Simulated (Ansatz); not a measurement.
# Lattice dynamics of Hf2NO2 monolayer, part 2 of 2

Aim: the phonons of Hf2NO2 monolayer at a cell relaxed beforehand at this level. After the zone centre comes a 4×4×1 q mesh on a 12×12×1 k mesh.

Ansatz 0.2.0; DFT PBEsol, scalar-relativistic, plane waves, PAW.

So far. Step 2 (Linear response at the zone centre): Before it was imposed, the acoustic sum rule was missed by 4.8e-5 eV/Å². Small misses are needed for a sound result but don't prove that mesh and cutoff are converged. The lowest optical mode is real, 66.7 cm⁻¹.

### 3. Response at finite wavevector (continued)

The phonon density of states has structure finer than the step of the table below, so its rows give means over 50 cm⁻¹, whole bins alone (the curve runs from -155 to 595 cm⁻¹). Peaks (cm⁻¹: height): 85.0: 0.0624, 135.0: 0.0465, 155.0: 0.0502, 355.0: 0.0352, 405.0: 0.0614, 485.0: 0.0842, 575.0: 0.0813.

Tetrahedra on a 24×24×1 mesh, mean over bins of 10 cm-1. Interpolated from a 4×4×1 q mesh. Phonon density of states against wavenumber; means over each step:

```tsv
wavenumber (cm⁻¹)	phonon density of states (1/cm⁻¹/cell)
-100	0.00643
-50	0.00381
0	0.00307
50	0.0141
100	0.0398
150	0.0416
200	0.00796
250	0
300	0.00329
350	0.0229
400	0.0485
450	0.0464
500	0.0379
550	0.00913
```

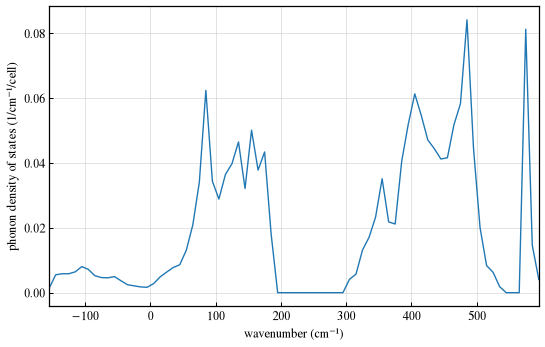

Phonon density of states, plotted against wavenumber.

The partial phonon density of states has structure finer than the step of the table below, so its rows give means over 25 cm⁻¹, whole bins alone (the curve runs from -162 to 626 cm⁻¹). Peaks (cm⁻¹: height): Hf -97.3: 0.0106, 86.1: 0.0541, 130.7: 0.0437, 155.5: 0.0425; N 482.6: 0.0293, 576.8: 0.0555; O 358.7: 0.0244, 403.3: 0.0437, 482.6: 0.0443, 576.8: 0.00617.

Phonopy on the run's constants, 21x21x1 mesh, Gaussian sigma 5.6 cm-1. Interpolated from a 4×4×1 q mesh. The partial phonon density of states by wavenumber; means over each step; values in 1/cm⁻¹/cell:

```tsv
wavenumber (cm⁻¹)	Hf	N	O
-125	0.00552	1.7e-4	4.7e-4
-100	0.00746	2.2e-4	4.8e-4
-75	0.00304	7.8e-5	1.6e-4
-50	0.00441	5.0e-5	1.5e-4
-25	0.00185	2.2e-5	7.1e-5
0	0.00118	3.8e-5	8.6e-5
25	0.00628	1.9e-4	4.4e-4
50	0.0107	2.5e-4	6.8e-4
75	0.0362	4.3e-4	8.9e-4
100	0.0358	3.0e-4	7.9e-4
125	0.0390	1.9e-4	0.00107
150	0.0387	2.8e-4	0.00243
175	0.0314	4.9e-5	0.00247
200	0.00228	2.6e-6	1.7e-4
225	0	0	0
250	0	0	0
275	0	0	3.7e-6
300	2.1e-5	9.9e-6	0.00237
325	3.3e-4	0.00120	0.0110
350	0.00104	0.00425	0.0207
375	0.00138	0.00559	0.0215
400	0.00204	0.0127	0.0394
425	0.00177	0.0109	0.0360
450	0.00165	0.0107	0.0310
475	0.00248	0.0231	0.0367
500	0.00144	0.0128	0.0217
525	4.3e-4	4.3e-4	0.00503
550	1.7e-5	3.6e-4	2.8e-4
575	3.1e-4	0.0314	0.00344
600	1.3e-4	0.00401	2.8e-4
```

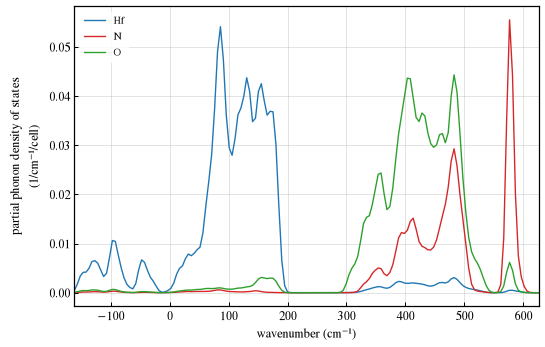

Partial phonon density of states, plotted against wavenumber.

Symmetry leaves 4 wavevectors to solve. The lowest mode among them, the acoustic zeros apart, lies at q = (0.25, 0.25, 0) and is imaginary, 133.4i cm⁻¹, so the energy falls along it. Between them the interpolated path dips to 154i cm⁻¹.

### 4. Isotope substitution, element Hf, natural mass 178.486 amu

An isotope changes the mass and not the force constants, so no new electronic calculation is needed; the shifts show which modes move this element.

The same force constants with the mass of Hf changed from 178.486 to 173.940 u (phonopy, no LO-TO term). Both lists are sorted by frequency; levels can cross, so a row need not hold one and the same mode. Modes under 3 cm⁻¹ are left out. Isotope shifts, by row, the first 40 of 57 rows:

```tsv
q	rank	natural mass (cm⁻¹)	changed mass (cm⁻¹)
0 0 0	4	66.74	67.6
0 0 0	5	66.74	67.6
0 0 0	6	175.4	177.5
0 0 0	7	302.2	302.2
0 0 0	8	302.2	302.2
0 0 0	9	378.8	379.4
0 0 0	10	378.8	379.4
0 0 0	11	505.1	505.1
0 0 0	12	505.1	505.1
0 0 0	13	528.3	528.9
0 0 0	14	536.2	536.6
0 0 0	15	598.4	598.9
0 0.25 0	1	-80.93	-81.89
0 0.25 0	2	72.46	73.33
0 0.25 0	3	81.47	82.48
0 0.25 0	4	101.8	103.1
0 0.25 0	5	132.7	134.3
0 0.25 0	6	145.6	147.3
0 0.25 0	7	336.5	336.8
0 0.25 0	8	357.3	357.4
0 0.25 0	9	386	386.2
0 0.25 0	10	400.7	401
0 0.25 0	11	414.4	414.5
0 0.25 0	12	475.3	475.3
0 0.25 0	13	481.8	482.3
0 0.25 0	14	491	491.4
0 0.25 0	15	575.9	576
0 -0.5 0	1	88.4	89.55
0 -0.5 0	2	113.8	115.2
0 -0.5 0	3	118.6	120.1
0 -0.5 0	4	134.9	136.6
0 -0.5 0	5	176.5	178.6
0 -0.5 0	6	181.5	183.7
0 -0.5 0	7	339.9	340.1
0 -0.5 0	8	403.6	403.6
0 -0.5 0	9	407.5	407.6
0 -0.5 0	10	436.6	436.6
0 -0.5 0	11	453.4	453.9
0 -0.5 0	12	471	471.4
0 -0.5 0	13	486.8	486.8
```

A mode of this element alone would shift by +1.30 %. The highest zone-centre frequency without the field goes from 598.4 to 598.9 cm⁻¹ (+0.1 %). The product of the frequency ratios over all optical modes at Γ is 1.044; the product rule, (m/m′)^(3k/2) (M′/M)^(3/2) with k = 2 such atoms and M the mass of the cell, gives 1.044.

### 5. Another isotope, element N, natural mass 14.007 amu

The same for N, from 14.01 to 15.00 u.

A mode of this element alone would shift by -3.37 %. The highest zone-centre frequency without the field goes from 598.4 to 580.8 cm⁻¹ (-3.0 %). The product of the frequency ratios over all optical modes at Γ is 0.906; the product rule, (m/m′)^(3k/2) (M′/M)^(3/2) with k = 1 such atoms and M the mass of the cell, gives 0.906.

### 6. Another isotope, element O, natural mass 15.999 amu

The same for O, from 16.00 to 18.00 u.

A mode of this element alone would shift by -5.72 %. The highest zone-centre frequency without the field goes from 598.4 to 597.5 cm⁻¹ (-0.2 %). The product of the frequency ratios over all optical modes at Γ is 0.713; the product rule, (m/m′)^(3k/2) (M′/M)^(3/2) with k = 2 such atoms and M the mass of the cell, gives 0.713.

### 7. What came out

| Item | Value |
| --- | --- |
| space group (within 0.01 Å) | P-3m1 |
| area per atom | 1.77 Å² |
| electronic character | no gap on this mesh |
| highest optical mode at the zone centre (no LO-TO term) | 598 cm⁻¹ |
| lowest optical zone-centre mode | 66.7 cm⁻¹ |
| lowest mode on the q mesh (acoustic modes at Γ apart) | -133 cm⁻¹ |
| highest frequency on the path or at a solved wavevector | 598 cm⁻¹ |
| imaginary modes on the 4×4×1 q mesh | yes |

Modes are clearly imaginary (beyond 10i cm⁻¹) at 2 of the 4 irreducible wavevectors, most at q = (0.25, 0.25, 0) (133.4i cm⁻¹), so this structure is not a minimum of the energy. The optical modes at Γ span 67 to 598 cm⁻¹. The highest mode in this list at Γ, 598.4 cm⁻¹, is mostly motion of N (90 % of the kinetic energy). With no gap, or one that is small against the smearing, the frequencies hang on the k mesh and the smearing, most of all near Kohn anomalies. The phonon runs are without spin polarisation, although the cell has an odd electron count. In a sheet or slab the interpolated bending branch near Γ is rough, since the rotational sum rule isn't imposed. Spin-orbit coupling is left out, which can matter for the heavy elements here. The starting cell was built on a prototype and not taken from a measurement. These are harmonic frequencies at zero temperature: anharmonic shifts, linewidths and thermal expansion are left out.

[Logs are printed without paths, hosts, clocks, repeated set-up lines and the standing remarks that a program may print on its own settings, such as how far it seeks lower states.]

[Hosts, paths, dates, database ids (printed as entryN), source tags and the programs' standing remarks are cut or masked in the printed files.]
